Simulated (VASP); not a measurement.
**Which magnetic order does NiPS3 take?**

Aim: compare collinear orders of NiPS3. The start is a computed cell from the Materials Project.

Main program and level: VASP 6.6.1; PBEsol, DFT+U (Ni d 6 eV), spin-polarised, from parallel moments; plane waves and PAW (Ni, P, S), in the first sound run; inputs show where later runs differ.

## 1. Set-up

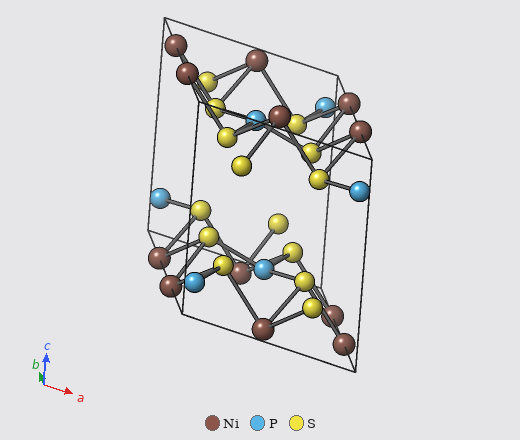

The cell as given, slightly off an axis (nickel brown, phosphorus blue, sulfur yellow). This picture shows the conventional cell, with its axes. Some periodic images of atoms are drawn too.

As a file:

```cif
data_structure
_symmetry_space_group_name_H-M 'P 1'
_symmetry_Int_Tables_number 1
_cell_length_a 5.8214
_cell_length_b 5.8214
_cell_length_c 6.8959
_cell_angle_alpha 98.026
_cell_angle_beta 98.026
_cell_angle_gamma 120.021
_cell_volume 194.29
loop_
_atom_site_label
_atom_site_type_symbol
_atom_site_fract_x
_atom_site_fract_y
_atom_site_fract_z
_atom_site_occupancy
Ni1 Ni 0.33313 0.66687 0.00000 1
Ni2 Ni 0.66687 0.33313 0.00000 1
P3 P 0.05521 0.05521 0.16488 1
P4 P 0.94479 0.94479 0.83512 1
S5 S 0.07629 0.42205 0.22923 1
S6 S 0.57795 0.92371 0.77077 1
S7 S 0.26952 0.26952 0.77065 1
S8 S 0.73048 0.73048 0.22935 1
S9 S 0.42205 0.07629 0.22923 1
S10 S 0.92371 0.57795 0.77077 1
```

## 2. Magnetic order, 10 atoms, start order ferro

Each run starts from other signs of the moments at the same geometry and cutoff; gentle mixing helps it keep them. Any wave vector in a name is a fraction of the reciprocal vectors of the first cell as typed.

The input, INCAR:

```
SYSTEM = NiPS3
PREC = Normal
ENCUT = 350
EDIFF = 1E-06
NELM = 150
ISMEAR = -1
SIGMA = 0.02
LREAL = .FALSE.
ALGO = Normal
GGA = PS
NBANDS = 48
ISPIN = 2
MAGMOM = 2 2 0 0 0 0 0 0 0 0
LDAU = .TRUE.
LDAUTYPE = 2
LDAUL = 2 -1 -1
LDAUU = 6 0 0
LDAUJ = 0 0 0
LDAUPRINT = 1
LASPH = .TRUE.
LMAXMIX = 4
LORBIT = 11
LWAVE = .FALSE.
LCHARG = .TRUE.
KPAR = 4
AMIX = 0.2
BMIX = 1E-04
AMIX_MAG = 0.8
BMIX_MAG = 1E-04
```

The input, POSCAR:

```
NiPS3
1.0
    2.9097750000     -5.0420210000      0.0000000000
    2.9097750000      5.0420210000      0.0000000000
   -1.9263320000      0.0000000000      6.6214300000
Ni P S
2 2 6
Direct
    0.3331320000      0.6668680000      0.0000000000
    0.6668680000      0.3331320000      0.0000000000
    0.0552140000      0.0552140000      0.1648810000
    0.9447860000      0.9447860000      0.8351190000
    0.0762910000      0.4220480000      0.2292310000
    0.5779520000      0.9237090000      0.7707690000
    0.2695210000      0.2695210000      0.7706540000
    0.7304790000      0.7304790000      0.2293460000
    0.4220480000      0.0762910000      0.2292310000
    0.9237090000      0.5779520000      0.7707690000
```

The input, KPOINTS:

```
Automatic mesh
0
Gamma
6 6 4
0 0 0
```

PAW data sets: Ni, P and S (PBE family, release 64).

Command:

```console
$ mpirun -np 4 vasp_std
```

Log:

```text
[banner, memory and clock lines left out]
running    4 mpi-ranks, on    1 nodes
 distrk:  each k-point on    1 cores,    4 groups
 distr:  one band on    1 cores,    1 groups

 POSCAR found type information on POSCAR NiP S
 POSCAR found :  3 types and      10 ions
|                                                                             |
|               ----> ADVICE to this user running VASP <----                  |
|                                                                             |
|     You enforced a specific xc type in the INCAR file but a different       |
|     [... a line on the potential file left out ...]
|     I HOPE YOU KNOW WHAT YOU ARE DOING!                                     |
|                                                                             |

 LDA part: xc-table for (Slater+PW92), standard interpolation
 POSCAR, INCAR and KPOINTS ok, starting setup
 FFT: planning ... GRIDC
 FFT: planning ... GRID_SOFT
 FFT: planning ... GRID
 WAVECAR not read
 entering main loop
       N       E                     dE             d eps       ncg     rms          rms(c)
DAV:   1     0.403652673731E+03    0.40365E+03   -0.21925E+04  9024   0.961E+02
DAV:   2     0.150367722138E+01   -0.40215E+03   -0.37702E+03  9944   0.251E+02
DAV:   3    -0.454693548366E+02   -0.46973E+02   -0.45779E+02 11168   0.993E+01
DAV:   4    -0.469364880007E+02   -0.14671E+01   -0.14603E+01 11000   0.195E+01
DAV:   5    -0.469825010562E+02   -0.46013E-01   -0.45996E-01 11848   0.325E+00    0.281E+01
DAV:   6    -0.470994806388E+02   -0.11698E+00   -0.93474E+00 12040   0.489E+01    0.235E+01
DAV:   7    -0.473950265796E+02   -0.29555E+00   -0.20828E+00 11832   0.127E+01    0.170E+01
DAV:   8    -0.477334131931E+02   -0.33839E+00   -0.73610E-01 12840   0.715E+00    0.881E+00
DAV:   9    -0.479124938812E+02   -0.17908E+00   -0.59837E-01 12104   0.148E+01    0.237E+00
DAV:  10    -0.479513363586E+02   -0.38842E-01   -0.27166E-01 12280   0.453E+00    0.127E+00
DAV:  11    -0.479456774965E+02    0.56589E-02   -0.64610E-02 13104   0.342E+00    0.751E-01
DAV:  12    -0.479495507816E+02   -0.38733E-02   -0.19119E-02 11928   0.193E+00    0.418E-01
DAV:  13    -0.479510858809E+02   -0.15351E-02   -0.33263E-03 13288   0.527E-01    0.261E-01
DAV:  14    -0.479521458979E+02   -0.10600E-02   -0.11747E-03 14344   0.355E-01    0.150E-01
DAV:  15    -0.479524467318E+02   -0.30083E-03   -0.77414E-04 14032   0.315E-01    0.754E-02
DAV:  16    -0.479527058145E+02   -0.25908E-03   -0.37124E-04 14696   0.179E-01    0.492E-02
DAV:  17    -0.479527631272E+02   -0.57313E-04   -0.90856E-05 13408   0.891E-02    0.343E-02
DAV:  18    -0.479528024253E+02   -0.39298E-04   -0.41648E-05 14040   0.881E-02    0.168E-02
DAV:  19    -0.479528140778E+02   -0.11652E-04   -0.28620E-05 12160   0.594E-02    0.102E-02
DAV:  20    -0.479528200400E+02   -0.59623E-05   -0.84811E-06 11848   0.358E-02    0.110E-02
DAV:  21    -0.479528212552E+02   -0.12151E-05   -0.33922E-06  9696   0.124E-02    0.636E-03
DAV:  22    -0.479528215193E+02   -0.26414E-06   -0.29345E-07  6528   0.484E-03
   1 F= -.47952822E+02 E0= -.47952822E+02  d E =-.307921E-10  mag=     4.0000
```

Elapsed: 66 s, on 4 MPI ranks of Intel Xeon 6975P-C (Granite Rapids), shared host; peak memory 1.6 GiB.

Lines that name or quote the potential files are left out of all logs, and their timing lines are given in words.

OUTCAR, selected parts (step 2):

```text
ion  position               nearest neighbor table
   1  0.333  0.667  0.000-   5 2.43   6 2.43   9 2.44  10 2.44   7 2.44   8 2.44
   2  0.667  0.333  0.000-   9 2.43  10 2.43   5 2.44   6 2.44   7 2.44   8 2.44
   3  0.055  0.055  0.165-   5 2.06   9 2.06   8 2.06   4 2.18
   4  0.945  0.945  0.835-   6 2.06  10 2.06   7 2.06   3 2.18
   5  0.076  0.422  0.229-   3 2.06   1 2.43   2 2.44
   6  0.578  0.924  0.771-   4 2.06   1 2.43   2 2.44
   7  0.270  0.270  0.771-   4 2.06   2 2.44   1 2.44
   8  0.730  0.730  0.229-   3 2.06   2 2.44   1 2.44
   9  0.422  0.076  0.229-   3 2.06   2 2.43   1 2.44
  10  0.924  0.578  0.771-   4 2.06   2 2.43   1 2.44

  LATTYP: Found a base centered monoclinic cell.
 ALAT       =     5.8195500000
 B/A-ratio  =     1.7327872430
 C/A-ratio  =     1.1849623040
 COS(beta)  =    -0.2793426189

 Subroutine GETGRP returns: Found  4 space group operations
 (whereof  4 operations were pure point group operations)

The static configuration has the point symmetry C_2h.

 Found     47 irreducible k-points:

   k-points           NKPTS =     47   k-points in BZ     NKDIM =     47   number of bands    NBANDS=     48

   dimension x,y,z NGX =    28 NGY =   28 NGZ =   32
   dimension x,y,z NGXF=    56 NGYF=   56 NGZF=   64

   ENCUT  =  350.0 eV  25.72 Ry    5.07 a.u.   8.88  8.88 10.52*2*pi/ulx,y,z

   NELECT =      66.0000    total number of electrons

 k-points in reciprocal lattice and weights: Automatic mesh
   0.00000000  0.00000000  0.00000000       0.007
   0.16666667  0.00000000 -0.00000000       0.028
   0.33333333  0.00000000 -0.00000000       0.028
   0.50000000  0.00000000 -0.00000000       0.014
   0.16666667  0.16666667 -0.00000000       0.014
   0.33333333  0.16666667 -0.00000000       0.028
   0.50000000  0.16666667  0.00000000       0.028
  -0.33333333  0.16666667  0.00000000       0.028
  -0.16666667  0.16666667  0.00000000       0.014
[...]
-0.33333333  0.33333333  0.50000000       0.014
   0.50000000  0.50000000  0.50000000       0.007

atom =   1  type =  1  l = 2

 onsite density matrix

spin component  1

  0.9747  0.0205 -0.0000 -0.0000  0.0000
  0.0205  0.9941 -0.0000  0.0000 -0.0000
 -0.0000 -0.0000  0.9675 -0.0000 -0.0000
 -0.0000  0.0000 -0.0000  0.9943 -0.0206
  0.0000 -0.0000 -0.0000 -0.0206  0.9748

spin component  2

  0.7389 -0.3268 -0.0000 -0.0000 -0.0000
 -0.3268  0.4620  0.0000 -0.0000  0.0000
 -0.0000  0.0000  0.9628 -0.0005  0.0003
 -0.0000 -0.0000 -0.0005  0.4651  0.3255
 -0.0000  0.0000  0.0003  0.3255  0.7393

 occupancies and eigenvectors

  o =  0.2455  v =  0.0000  0.0000  0.0000  0.0000  0.0000  0.5523  0.8337  0.0000  0.0000  0.0000      0.0000  0.0000  0.0000  0.0000  0.0000  0.0000  0.0000  0.0000  0.0000  0.0000
  o =  0.2490  v =  0.0000  0.0000  0.0000  0.0000  0.0000  0.0000  0.0000  0.0008  0.8331 -0.5531      0.0000  0.0000  0.0000  0.0000  0.0000  0.0000  0.0000  0.0000  0.0000  0.0000
  o =  0.9554  v =  0.0000  0.0000  0.0000  0.0000  0.0000 -0.8337  0.5523  0.0000  0.0000  0.0000      0.0000  0.0000  0.0000  0.0000  0.0000  0.0000  0.0000  0.0000  0.0000  0.0000
  o =  0.9554  v =  0.0000  0.0000  0.0000  0.0000  0.0000  0.0000  0.0000 -0.0056 -0.5531 -0.8331      0.0000  0.0000  0.0000  0.0000  0.0000  0.0000  0.0000  0.0000  0.0000  0.0000
  o =  0.9617  v = -0.8450  0.5348 -0.0000 -0.0000  0.0000  0.0000  0.0000  0.0000  0.0000  0.0000      0.0000  0.0000  0.0000  0.0000  0.0000  0.0000  0.0000  0.0000  0.0000  0.0000
  o =  0.9617  v =  0.0000  0.0000 -0.0061 -0.5345 -0.8452  0.0000  0.0000  0.0000  0.0000  0.0000      0.0000  0.0000  0.0000  0.0000  0.0000  0.0000  0.0000  0.0000  0.0000  0.0000
  o =  0.9628  v =  0.0000  0.0000  0.0000  0.0000  0.0000  0.0000  0.0000 -1.0000  0.0037  0.0043      0.0000  0.0000  0.0000  0.0000  0.0000  0.0000  0.0000  0.0000  0.0000  0.0000
  o =  0.9675  v =  0.0000  0.0000  1.0000 -0.0031 -0.0052  0.0000  0.0000  0.0000  0.0000  0.0000      0.0000  0.0000  0.0000  0.0000  0.0000  0.0000  0.0000  0.0000  0.0000  0.0000
  o =  1.0071  v = -0.5348 -0.8450  0.0000  0.0000 -0.0000  0.0000  0.0000  0.0000  0.0000  0.0000      0.0000  0.0000  0.0000  0.0000  0.0000  0.0000  0.0000  0.0000  0.0000  0.0000
  o =  1.0073  v =  0.0000 -0.0000  0.0002 -0.8452  0.5345  0.0000  0.0000  0.0000  0.0000  0.0000      0.0000  0.0000  0.0000  0.0000  0.0000  0.0000  0.0000  0.0000  0.0000  0.0000

atom =   2  type =  1  l = 2

 onsite density matrix

spin component  1

spin component  2

 occupancies and eigenvectors

 average (electrostatic) potential at core
       1 -87.0579       2 -87.0579       3 -85.5160       4 -85.5160       5 -86.9083
       6 -86.9083       7 -86.9297       8 -86.9297       9 -86.9083      10 -86.9083

 E-fermi :   4.8664

 spin component 1
 k-point     1 :       0.0000    0.0000    0.0000
  band No.  band energies     occupation
    ...
     31       3.0333      1.00000
     32       3.4683      1.00000
     33       3.5259      1.00000
     34       4.0694      1.00000
     35       4.0912      1.00000
     36       6.7376      0.00000
     37       7.2972      0.00000
     38       7.9147      0.00000
     39       8.0278      0.00000
     40       8.3470      0.00000
    ...

 k-point     2 :       0.1667    0.0000   -0.0000
  band No.  band energies     occupation
    ...
     31       2.9183      1.00000
     32       3.4381      1.00000
     33       3.4565      1.00000
     34       3.6728      1.00000
     35       3.9778      1.00000
     36       7.0805      0.00000
     37       7.5038      0.00000
     38       7.9992      0.00000
     39       8.0738      0.00000
     40       8.2814      0.00000
    ...

 k-point     3 :       0.3333    0.0000   -0.0000
  band No.  band energies     occupation
    ...
     31       2.8522      1.00000
     32       3.3054      1.00000
     33       3.4437      1.00000
     34       3.7678      1.00000
     35       3.9230      1.00000
     36       7.1514      0.00000
     37       7.3173      0.00000
     38       7.8860      0.00000
     39       8.1005      0.00000
     40       8.4318      0.00000
    ...

 k-point     4 :       0.5000    0.0000   -0.0000
  band No.  band energies     occupation
    ...
     31       3.0765      1.00000
     32       3.1378      1.00000
     33       3.2999      1.00000
     34       3.8846      1.00000
     35       4.1254      1.00000
     36       6.9626      0.00000
     37       7.0187      0.00000
     38       7.8023      0.00000
     39       8.0490      0.00000
     40       8.1706      0.00000
    ...

 k-point     5 :       0.1667    0.1667   -0.0000
  band No.  band energies     occupation
    ...
     31       2.8830      1.00000
     32       3.0010      1.00000
     33       3.6026      1.00000
     34       3.6366      1.00000
     35       3.9370      1.00000
     36       7.0372      0.00000
     37       7.2718      0.00000
     38       7.9639      0.00000
     39       8.1908      0.00000
     40       8.4350      0.00000
    ...

 k-point     6 :       0.3333    0.1667   -0.0000
  band No.  band energies     occupation
    ...
     31       3.0373      1.00000
     32       3.2307      1.00000
     33       3.4276      1.00000
     34       3.7672      1.00000
     35       4.1453      1.00000
     36       6.7818      0.00000
     37       6.8505      0.00000
     38       7.7564      0.00000
     39       7.9614      0.00000
     40       8.2073      0.00000
    ...

  Total       -2.6413923     -2.6878539     -0.4481987      0.0000000      0.0000000     -0.0259265
  in kB      -21.7819948    -22.1651355     -3.6960290      0.0000000      0.0000000     -0.2138004
  external PRESSURE =     -15.8810531 kB  Pullay stress =       0.0000000 kB

  energy-cutoff  :      350.00
  volume of cell :      194.29
      direct lattice vectors                 reciprocal lattice vectors
     2.909775000 -5.042021000  0.000000000     0.171834592 -0.099166584  0.049990783
     2.909775000  5.042021000  0.000000000     0.171834592  0.099166584  0.049990783
    -1.926332000  0.000000000  6.621430000     0.000000000  0.000000000  0.151024779

 POSITION                                       TOTAL-FORCE (eV/Angst)
 -----------------------------------------------------------------------------------
      2.90977      1.68270      0.00000        -0.000000     -0.000837     -0.000000
      2.90977     -1.68270      0.00000        -0.000000      0.000837     -0.000000
      0.00371      0.00000      1.09175         0.009496      0.000000     -0.338067
      3.88951      0.00000      5.52968        -0.009496      0.000000      0.338067
      1.00848      1.74331      1.51784        -0.121175     -0.208075      0.096145
      2.88474      1.74331      5.10359         0.121175     -0.208075     -0.096145
      0.08396      0.00000      5.10283        -0.240922      0.000000     -0.105310
      3.80926      0.00000      1.51860         0.240922      0.000000      0.105310
      1.00848     -1.74331      1.51784        -0.121175      0.208075      0.096145
      2.88474     -1.74331      5.10359         0.121175      0.208075     -0.096145
 -----------------------------------------------------------------------------------
    total drift:                                0.000000     -0.000000     -0.000000

  FREE ENERGIE OF THE ION-ELECTRON SYSTEM (eV)
  ---------------------------------------------------
  free  energy   TOTEN  =       -47.9528215193 eV

  energy  without entropy=      -47.9528215193  energy(sigma->0) =      -47.95282152

 total charge
# of ion       s       p       d       tot
------------------------------------------
    1        0.377   0.423   8.249   9.048
    2        0.377   0.423   8.249   9.048
    3        0.993   1.419   0.000   2.412
    4        0.993   1.419   0.000   2.412
    5        1.353   2.336   0.000   3.689
    6        1.353   2.336   0.000   3.689
    7        1.352   2.337   0.000   3.689
    8        1.352   2.337   0.000   3.689
    9        1.353   2.336   0.000   3.689
   10        1.353   2.336   0.000   3.689
--------------------------------------------------
tot         10.857  17.701  16.497  45.055

 magnetization (x)
# of ion       s       p       d       tot
------------------------------------------
    1        0.005   0.003   1.536   1.544
    2        0.005   0.003   1.536   1.544
    3        0.001   0.007   0.000   0.008
    4        0.001   0.007   0.000   0.008
    5        0.009   0.079   0.000   0.088
    6        0.009   0.079   0.000   0.088
    7        0.009   0.079   0.000   0.089
    8        0.009   0.079   0.000   0.089
    9        0.009   0.079   0.000   0.088
   10        0.009   0.079   0.000   0.088
--------------------------------------------------
tot          0.066   0.496   3.073   3.635

[... 6 further parts left out ...]
```

The magnetic state follows from one typed start and may not be the lowest. The gap is read on the k-mesh alone, so it is an upper bound where the band edges lie off the mesh. The PAW data sets were made with PBE, which is usual practice but a small mismatch for other functionals.

This step gave:

```
electronic cycles                                 : 22
electrons                                         : 66
free energy (TOTEN)                               : -47.95 eV
Fermi energy                                      : 4.866 eV
moment of the cell, from the last line of the log : 4 μB
metallic                                          : no
gap on the k-mesh                                 : 1.211 eV
least direct gap on the k-mesh                    : 1.240 eV
```

Spin moment in the PAW sphere by atom:

| atom | spin moment in the PAW sphere (μB) |
| --- | --- |
| Ni1 | 1.54 |
| Ni2 | 1.54 |
| P3 | 0.01 |
| P4 | 0.01 |
| S5 | 0.09 |
| S6 | 0.09 |
| S7 | 0.09 |
| S8 | 0.09 |
| S9 | 0.09 |
| S10 | 0.09 |

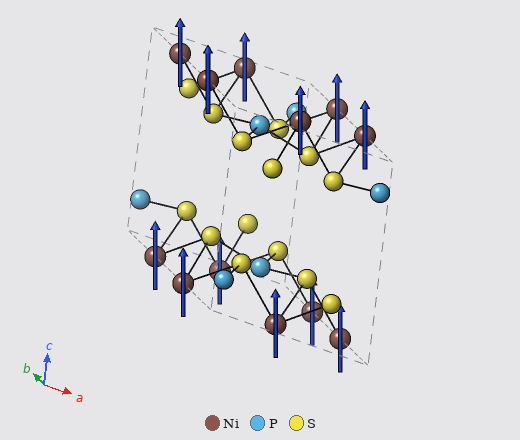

Spin moment in the PAW sphere as arrows, the longest 1.54 μB. Up and down stand for the sign. Arrows give size and sign along the axis of quantisation, drawn up and down the page. Some periodic images of atoms are drawn too.

Force by atom:

| atom | x (eV/Å) | y (eV/Å) | z (eV/Å) | size |
| --- | --- | --- | --- | --- |
| Ni1 | 0.000 | -0.001 | 0.000 | 0.001 |
| Ni2 | 0.000 | 0.001 | 0.000 | 0.001 |
| P3 | 0.009 | 0.000 | -0.338 | 0.338 |
| P4 | -0.009 | 0.000 | 0.338 | 0.338 |
| S5 | -0.121 | -0.208 | 0.096 | 0.259 |
| S6 | 0.121 | -0.208 | -0.096 | 0.259 |
| S7 | -0.241 | 0.000 | -0.105 | 0.263 |
| S8 | 0.241 | 0.000 | 0.105 | 0.263 |
| S9 | -0.121 | 0.208 | 0.096 | 0.259 |
| S10 | 0.121 | 0.208 | -0.096 | 0.259 |

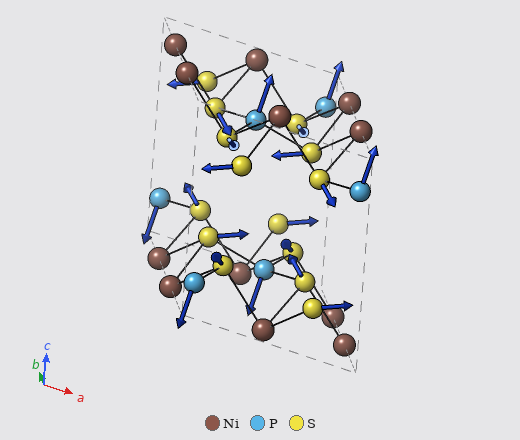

Force as arrows, the longest 0.338 eV/Å. Some periodic images of atoms are drawn too.

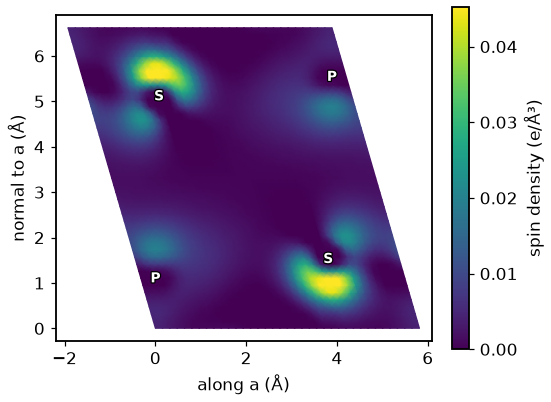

Spin density in the ac plane of the conventional cell at fractional y = 0.000, with atoms of P and S within 0.2 Å of it.

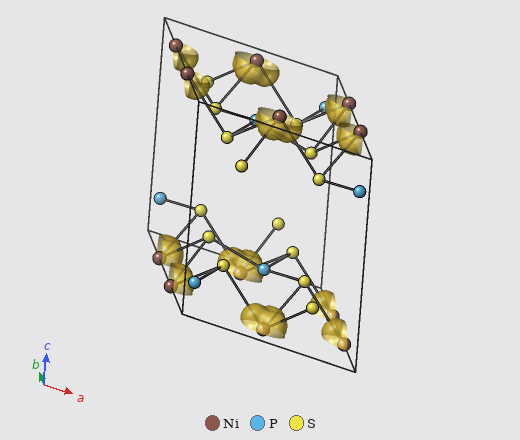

Surface of spin density = 0.12 e/Å³, which holds about 70 % of the integral of its size.

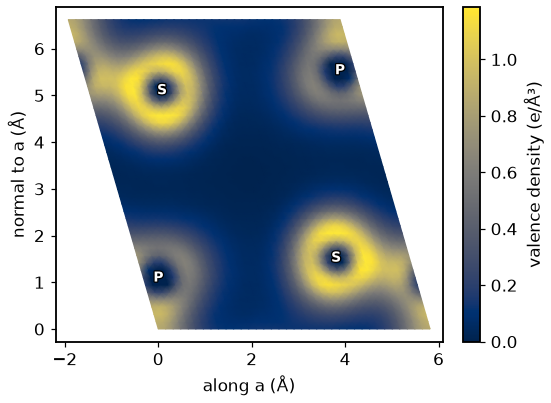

Valence density in the ac plane of the conventional cell at fractional y = 0.000, with atoms of P and S within 0.2 Å of it. It is the smooth field of the valence electrons, not physical close to the nuclei.

The largest moment at the end is 1.54 μB, and the moments of the cell sum to 4.00 μB.

(Part 1 of 3 ends here.)

[Lines on the potential files, build, host, timing and source positions are cut from VASP's logs without a mark.]

[Logs are printed without paths, hosts, clocks, repeated set-up lines and the standing remarks that a program may print on its own settings, such as how far it seeks lower states.]

[Hosts, paths, dates, database ids (printed as entryN), source tags and the programs' standing remarks are cut or masked in the printed files.]

[Runs that stopped without an error message from VASP are left out.]

[In band tables of VASP the shares of atoms and orbitals are scaled to a sum of 1 inside the atoms' spheres.]
